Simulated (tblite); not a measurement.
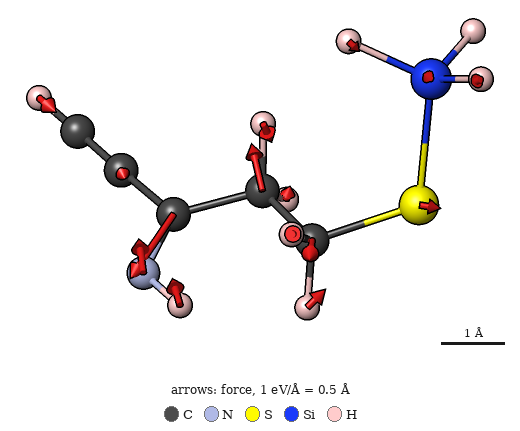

Starting geometry of C$_{5}$H$_{9}$NSSi with the computed forces as red arrows. A ball-and-stick model, seen at a tilt.

The calculation used GFN2-xTB geometry optimisation, gas phase in tblite. 

**What follows when this structure is relaxed?**

It isn't relaxed: the largest force vector, on a C atom, is 2.88 eV/Å. The final displacements have little in common with the starting forces (cosine between the two patterns 0.14). The atom that moves furthest after the best rigid fit is an H atom (1.24 Å). Largest moves by element: H 1.24 Å, C 0.21 Å, N 0.17 Å, Si 0.14 Å, S 0.12 Å. Among the contacts that change: C–N 1.299 → 1.260 Å, H–Si 1.488 → 1.449 Å, C–C 1.484 → 1.518 Å, S–Si 2.175 → 2.143 Å. Among the angles between lasting bonds that change: C–S–Si 111.8° → 102.0°, S–C–H 111.6° → 104.5°, N–C–C 121.9° → 128.7°. Groups turn about S–Si by about 50°. Over 172 geometry steps the energy falls by 11.5 kcal/mol.
